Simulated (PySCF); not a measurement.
# C7H6O2S: excited states, first hyperpolarisability

What do calculations give for the excited states, first hyperpolarisability of C7H6O2S (`O=C(O)c1ccccc1S`)?

Computed with PySCF 2.14.0 and routines of our own; the level stands in each step. Atoms count from 0.

### 1 The system as given

16 atoms, charge 0, multiplicity 1; geometry from: GFN2-xTB.

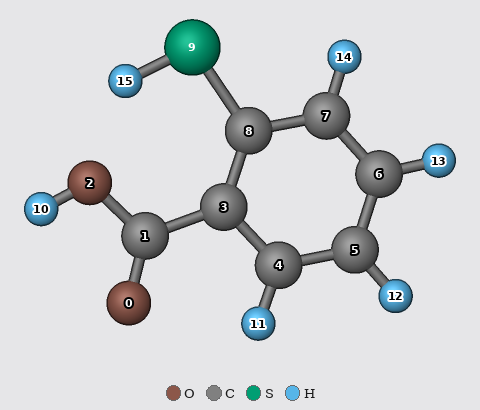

The starting geometry (oxygen brown, carbon grey, sulfur teal, hydrogen blue).

### 2 Optimising the geometry at PBE0-D3(BJ)/def2-SVP

The job: settings as JSON, then the geometry in Å.

```
{"job": {"xc": "PBE0", "basis": "def2-SVP", "d3": "d3bj", "grid": 2, "kind": "geom"}, "charge": 0, "multiplicity": 1}
O      2.552035    -0.758924    -1.109441
C      1.949587     0.001198    -0.391280
O      2.616663     0.991315     0.246586
C      0.493054    -0.076782    -0.162522
C     -0.140787    -1.084102    -0.906076
C     -1.494410    -1.312718    -0.828339
C     -2.268362    -0.523372     0.013335
C     -1.671957     0.471418     0.754404
C     -0.297830     0.714254     0.685225
S      0.235974     2.025634     1.728534
H      3.556975     0.933808     0.010861
H      0.483737    -1.682640    -1.551921
H     -1.948108    -2.096353    -1.414599
H     -3.332830    -0.685507     0.090432
H     -2.262978     1.091312     1.412294
H      1.521639     2.000403     1.411096
```

Started as:

```
> OMP_NUM_THREADS=1 python excited_run.py task.json out
```

The driver reads the jobs from task.json and runs them one after another.

Output:

```text
step   0  E = -817.98894520  max force = 0.016114
step   1  E = -817.99043823  max force = 0.004380
step   2  E = -817.99026796  max force = 0.003859
step   3  E = -817.99061169  max force = 0.001915
step   4  E = -817.99052765  max force = 0.003978
step   5  E = -817.99064583  max force = 0.001373
step   6  E = -817.99064725  max force = 0.001185
step   7  E = -817.99065947  max force = 0.000755
step   8  E = -817.99066388  max force = 0.000757
step   9  E = -817.99066812  max force = 0.000180
optimisation converged
```

Run time: 1.8 min. Hardware: 1 thread of AMD EPYC 9R14, shared host; peak memory 0.81 GiB.

Along the way: (the energy doesn't fall at every step)

| step | energy from step 0 (eV) | largest force component (eV/Å) |
| --- | --- | --- |
| 0 | 0.0000 | 0.8286 |
| 1 | -0.0406 | 0.2252 |
| 2 | -0.0360 | 0.1984 |
| 3 | -0.0453 | 0.0985 |
| 4 | -0.0431 | 0.2046 |
| 5 | -0.0463 | 0.0706 |
| 6 | -0.0463 | 0.0609 |
| 7 | -0.0466 | 0.0388 |
| 8 | -0.0468 | 0.0389 |
| 9 | -0.0469 | 0.0093 |

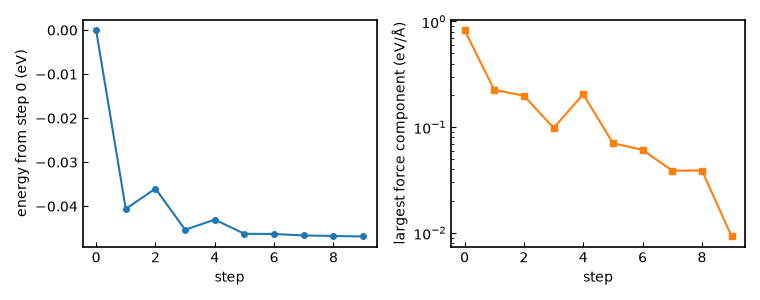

Energy and force, step by step.

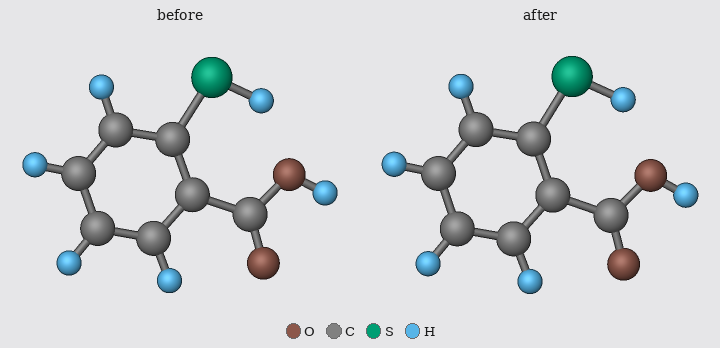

The geometry before (left) and after (right).

Distances of close pairs at the start and the end, largest changes first:

| bond | before (Å) | after (Å) | change (Å) |
| --- | --- | --- | --- |
| S9–H15 | 1.325 | 1.346 | +0.021 |
| C6–H13 | 1.080 | 1.093 | +0.013 |
| C7–H14 | 1.080 | 1.093 | +0.013 |
| C3–C8 | 1.404 | 1.416 | +0.013 |
| C5–H12 | 1.079 | 1.092 | +0.013 |
| C4–H11 | 1.080 | 1.091 | +0.012 |
| C1–C3 | 1.476 | 1.488 | +0.012 |
| C7–C8 | 1.397 | 1.408 | +0.011 |

The end geometry stands in the next job.

| at the end point | value |
| --- | --- |
| rotational constants (GHz, main isotopes) | 1.446, 1.200, 0.656 |
| dipole moment (D) | 0.62 |

### 3 Excited states: TDA wB97X-D/aug-cc-pVDZ

The job: settings as JSON, then the geometry in Å.

```
{"job": {"kind": "states", "xc": "wB97X-D", "basis": "aug-cc-pVDZ", "tda": true, "soc": true, "nstates": 6, "ntriplets": 5, "nquad": 4}, "charge": 0, "multiplicity": 1}
O      2.555510    -0.727438    -1.167291
C      1.968173    -0.028809    -0.379720
O      2.643653     0.859227     0.375017
C      0.496989    -0.080500    -0.162166
C     -0.143096    -1.075663    -0.924926
C     -1.509315    -1.284382    -0.868528
C     -2.279155    -0.477360    -0.027988
C     -1.676047     0.511159     0.732200
C     -0.287181     0.736125     0.688890
S      0.227714     2.052128     1.739755
H      3.574673     0.770552     0.116668
H      0.492719    -1.682695    -1.571576
H     -1.973535    -2.066312    -1.472254
H     -3.360758    -0.618452     0.037032
H     -2.285841     1.138783     1.386990
H      1.547892     1.981593     1.488221
```

Method: TDA wB97X-D/aug-cc-pVDZ excited states, vertical, gas phase, spin-orbit mean-field couplings.

Output:

```text
coarse grid: 15120 points
cycle   1  E = -818.7091403043  dE =  2.313e+00  |g| = 9.626e-01  |ddm| = 3.877e+01
cycle   2  E = -818.5662171809  dE =  1.429e-01  |g| = 1.363e+00  |ddm| = 9.270e+00
cycle   3  E = -818.8986506817  dE = -3.324e-01  |g| = 1.649e-01  |ddm| = 4.947e+00
cycle   4  E = -818.9030848592  dE = -4.434e-03  |g| = 7.462e-02  |ddm| = 7.879e-01
cycle   5  E = -818.9041169809  dE = -1.032e-03  |g| = 1.379e-02  |ddm| = 3.705e-01
cycle   6  E = -818.9041679453  dE = -5.096e-05  |g| = 4.680e-03  |ddm| = 1.487e-01
cycle   7  E = -818.9041746105  dE = -6.665e-06  |g| = 1.693e-03  |ddm| = 4.754e-02
final grid: 144856 points
cycle   8  E = -818.9195169353  dE = -2.014e-04  |g| = 6.477e-03  |ddm| = 1.812e+00
cycle   9  E = -818.9195209343  dE = -3.999e-06  |g| = 6.063e-03  |ddm| = 2.129e-01
cycle  10  E = -818.9195294609  dE = -8.527e-06  |g| = 1.072e-03  |ddm| = 5.529e-02
cycle  11  E = -818.9195296605  dE = -1.996e-07  |g| = 8.254e-04  |ddm| = 1.755e-02
cycle  12  E = -818.9195298088  dE = -1.483e-07  |g| = 1.339e-04  |ddm| = 6.602e-03
cycle  13  E = -818.9195298151  dE = -6.371e-09  |g| = 6.621e-05  |ddm| = 1.290e-03
cycle  14  E = -818.9195298172  dE = -2.029e-09  |g| = 2.233e-05  |ddm| = 8.601e-04
cycle  15  E = -818.9195298175  dE = -3.147e-10  |g| = 8.936e-06  |ddm| = 2.880e-04
converged SCF energy = -818.9195298175

Singlet excitations
state   eV       nm        f     d(h-e)  d(exc)  Lambda  PR(NTO)  |dmu|/D   mu/D   main configurations
  1   4.4645   277.7   0.11625   1.136   3.381   0.612   1.246    2.885    3.531   H->L 0.86, H-1->L+3 0.08
  2   5.3126   233.4   0.01733   1.083   2.840   0.457   1.225    3.005    2.340   H-2->L 0.71, H-2->L+11 0.09, H->L+3 0.09
  3   5.3521   231.7   0.09139   0.506   3.101   0.651   1.899    1.333    1.383   H->L+3 0.49, H-1->L 0.25, H-2->L 0.15
  4   5.7494   215.6   0.00109   0.579   3.344   0.282   1.037    2.370    1.896   H->L+8 0.35, H->L+1 0.19, H->L+6 0.15
  5   6.0349   205.4   0.02848   1.541   4.336   0.206   1.035                     H->L+1 0.45, H->L+5 0.14, H->L+6 0.11
  6   6.0760   204.1   0.58449   0.533   3.292   0.703   2.116                     H-1->L 0.51, H->L+3 0.34

Triplet excitations (Tamm-Dancoff)
state   eV     d(h-e)  d(exc)  Lambda  PR(NTO)   main configurations
  1   3.5010   0.587   3.118   0.625   1.056   H->L 0.78
  2   3.9372   0.426   2.814   0.691   1.234   H-1->L 0.41, H->L+3 0.28, H->L 0.15
  3   4.3278   0.268   2.994   0.717   2.016   H->L+3 0.49, H-1->L 0.45
  4   4.9336   1.205   2.683   0.402   1.009   H-2->L 0.83, H-2->L+11 0.12
  5   5.3070   0.267   2.831   0.631   1.037   H-1->L+3 0.89
S1 - T1 = 0.9634 eV

Spin-orbit couplings |<S|Hso|T>| (cm-1)
             T1       T2       T3       T4       T5
S0        0.978    1.036    1.707   47.025    0.779
S1        0.179    0.308    0.372   10.391    0.113
S2       10.505    7.738   10.051    4.617    3.663
S3        4.700    3.614    4.418    9.031    1.707
S4       13.608    3.135    8.861    0.243    1.708
S5        5.006    0.794    2.634    0.262    0.790
S6        0.540    0.295    0.694   13.986    0.098
T1 sublevels (cm-1): 0.000 0.009 0.010   radiative rates (1/s): 0.16 0.313 0.0219
```

Wall time 59 s (1 thread of AMD EPYC 9R14, shared host); peak memory 1.1 GiB.

From this job:

| quantity | value |
| --- | --- |
| S1 less T1 | 0.96 eV |

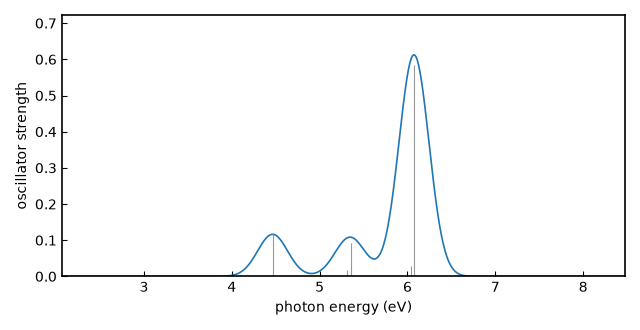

Absorption lines of the singlets. Lines are broadened to a width of 0.40 eV (Gaussian).

### 4 Excited states: TDDFT CAM-B3LYP/aug-cc-pVDZ

Settings changed since step 3:

```diff
@@ -1,2 +1,2 @@
-{"job": {"kind": "states", "xc": "wB97X-D", "basis": "aug-cc-pVDZ", "tda": true, "soc": true, "nstates": 6, "ntriplets": 5, "nquad": 4}, "charge": 0, "multiplicity": 1}
+{"job": {"kind": "states", "xc": "CAM-B3LYP", "basis": "aug-cc-pVDZ", "tpa": true, "nstates": 8, "nquad": 6, "ntriplets": 0}, "charge": 0, "multiplicity": 1}
 O      2.555510    -0.727438    -1.167291
```

With the program's defaults for keys left out, this is: TDDFT CAM-B3LYP/aug-cc-pVDZ excited states, vertical, gas phase, two-photon moments by quadratic response.

Output:

```text
coarse grid: 15120 points
cycle   1  E = -818.6658823348  dE =  2.237e+00  |g| = 9.524e-01  |ddm| = 4.897e+01
cycle   2  E = -818.4513739994  dE =  2.145e-01  |g| = 1.477e+00  |ddm| = 1.006e+01
cycle   3  E = -818.8460299538  dE = -3.947e-01  |g| = 1.943e-01  |ddm| = 6.134e+00
cycle   4  E = -818.8522754890  dE = -6.246e-03  |g| = 8.104e-02  |ddm| = 9.876e-01
cycle   5  E = -818.8534512378  dE = -1.176e-03  |g| = 1.526e-02  |ddm| = 3.058e-01
cycle   6  E = -818.8535073902  dE = -5.615e-05  |g| = 4.932e-03  |ddm| = 1.656e-01
cycle   7  E = -818.8535136137  dE = -6.224e-06  |g| = 1.749e-03  |ddm| = 4.704e-02
final grid: 144856 points
cycle   8  E = -818.8768148634  dE = -2.133e-05  |g| = 3.783e-03  |ddm| = 7.614e-01
cycle   9  E = -818.8768135320  dE =  1.331e-06  |g| = 4.607e-03  |ddm| = 8.631e-02
cycle  10  E = -818.8768188272  dE = -5.295e-06  |g| = 7.539e-04  |ddm| = 3.990e-02
cycle  11  E = -818.8768189369  dE = -1.098e-07  |g| = 2.513e-04  |ddm| = 4.941e-03
cycle  12  E = -818.8768189501  dE = -1.319e-08  |g| = 8.773e-05  |ddm| = 2.043e-03
cycle  13  E = -818.8768189522  dE = -2.067e-09  |g| = 3.163e-05  |ddm| = 7.923e-04
cycle  14  E = -818.8768189525  dE = -2.949e-10  |g| = 8.757e-06  |ddm| = 2.177e-04
converged SCF energy = -818.8768189525

Singlet excitations
state   eV       nm        f     d(h-e)  d(exc)  Lambda  PR(NTO)  |dmu|/D   mu/D   delta(TPA)   sigma/GM   main configurations
  1   4.3255   286.6   0.10062   1.108   3.377   0.606   1.259    3.030    3.735      163.92      1.124   H->L 0.92
  2   5.1753   239.6   0.06975   0.489   3.145   0.694   1.877    1.293    1.635      116.85      1.147   H->L+2 0.59, H-1->L 0.34
  3   5.3018   233.9   0.00212   1.277   2.796   0.405   1.038    3.498    2.765        2.04      0.021   H-2->L 0.84, H-2->L+11 0.09
  4   5.6052   221.2   0.00383   0.286   3.835   0.255   1.047    1.377    0.845        1.31      0.015   H->L+1 0.39, H->L+9 0.16, H->L+6 0.11
  5   5.7759   214.7   0.47605   0.464   3.271   0.699   2.119    1.186    1.886       26.98      0.330   H-1->L 0.59, H->L+2 0.34
  6   5.8180   213.1   0.02174   2.020   4.283   0.239   1.019    9.068    9.113      113.04      1.402   H->L+1 0.37, H->L+5 0.25, H->L+4 0.09
  7   6.2044   199.8   0.00167   0.965   5.086   0.226   1.102                                            H->L+3 0.74
  8   6.2479   198.4   0.09977   0.649   3.145   0.609   2.039                                            H-1->L+2 0.59, H-3->L 0.26
```

It took 72 s on 1 thread of AMD EPYC 9R14, shared host; peak memory 1.3 GiB.

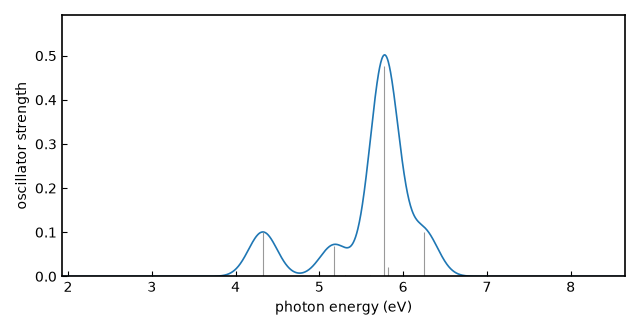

Absorption lines of the singlets. Lines are broadened to a width of 0.40 eV (Gaussian).

### 5 First hyperpolarisability: quadratic response CAM-B3LYP/aug-cc-pVDZ

Settings changed since step 4:

```diff
@@ -1,2 +1,2 @@
-{"job": {"kind": "states", "xc": "CAM-B3LYP", "basis": "aug-cc-pVDZ", "tpa": true, "nstates": 8, "nquad": 6, "ntriplets": 0}, "charge": 0, "multiplicity": 1}
+{"job": {"kind": "beta", "xc": "CAM-B3LYP", "basis": "aug-cc-pVDZ"}, "charge": 0, "multiplicity": 1}
 O      2.555510    -0.727438    -1.167291
```

With the program's defaults for keys left out, this is: quadratic response CAM-B3LYP/aug-cc-pVDZ first hyperpolarisability, Taylor convention, gas phase.

Output:

```text
coarse grid: 15120 points
cycle   1  E = -818.6658823348  dE =  2.237e+00  |g| = 9.524e-01  |ddm| = 4.897e+01
cycle   2  E = -818.4513739994  dE =  2.145e-01  |g| = 1.477e+00  |ddm| = 1.006e+01
cycle   3  E = -818.8460299538  dE = -3.947e-01  |g| = 1.943e-01  |ddm| = 6.134e+00
cycle   4  E = -818.8522754890  dE = -6.246e-03  |g| = 8.104e-02  |ddm| = 9.876e-01
cycle   5  E = -818.8534512378  dE = -1.176e-03  |g| = 1.526e-02  |ddm| = 3.058e-01
cycle   6  E = -818.8535073902  dE = -5.615e-05  |g| = 4.932e-03  |ddm| = 1.656e-01
cycle   7  E = -818.8535136137  dE = -6.224e-06  |g| = 1.749e-03  |ddm| = 4.704e-02
final grid: 144856 points
cycle   8  E = -818.8768148634  dE = -2.133e-05  |g| = 3.783e-03  |ddm| = 7.614e-01
cycle   9  E = -818.8768135320  dE =  1.331e-06  |g| = 4.607e-03  |ddm| = 8.631e-02
cycle  10  E = -818.8768188272  dE = -5.295e-06  |g| = 7.539e-04  |ddm| = 3.990e-02
cycle  11  E = -818.8768189369  dE = -1.098e-07  |g| = 2.513e-04  |ddm| = 4.941e-03
cycle  12  E = -818.8768189501  dE = -1.318e-08  |g| = 8.773e-05  |ddm| = 2.043e-03
cycle  13  E = -818.8768189522  dE = -2.070e-09  |g| = 3.163e-05  |ddm| = 7.923e-04
cycle  14  E = -818.8768189525  dE = -2.985e-10  |g| = 8.757e-06  |ddm| = 2.177e-04
converged SCF energy = -818.8768189525

Lowest singlets (eV, f): 4.3255 0.1006  5.1753 0.0698  5.3018 0.0021

First hyperpolarisability (au)
process     nm      |vector|   parallel      HRS      DR
static         -      200.87     105.95     126.87   2.336
shg       1907.0      238.89     126.34     139.89   2.537
eope      1907.0      212.71     112.31          -       -
shg       1064.0      359.03     190.37     181.13   3.159
eope      1064.0      241.87     127.93          -       -
```

Wall time 54 s (1 thread of AMD EPYC 9R14, shared host); peak memory 1.2 GiB.

### 6 Outcome

```
                                                   quantity                                                value
                       rotational constants (main isotopes)                                 1.45, 1.20, 0.66 GHz
               S1 less T1 (step 3, TDA wB97X-D/aug-cc-pVDZ)                                              0.96 eV
β vector (step 5, quadratic response CAM-B3LYP/aug-cc-pVDZ)  static 201, SHG 1907.0 nm 239, SHG 1064.0 nm 359 au
```

What this shows: Over 9 steps the energy fell by 0.047 eV; of the close pairs, S9–H15 changed most, 1.325 to 1.346 Å. In step 3, the number of triplets below S1 is 3, and the largest singlet-triplet spin-orbit coupling is S0–T4, 47.02 cm⁻¹. β grows from 201 au (static) to 359 au for doubling at 1064.0 nm: normal dispersion, which grows as twice the photon energy moves toward the bright states.
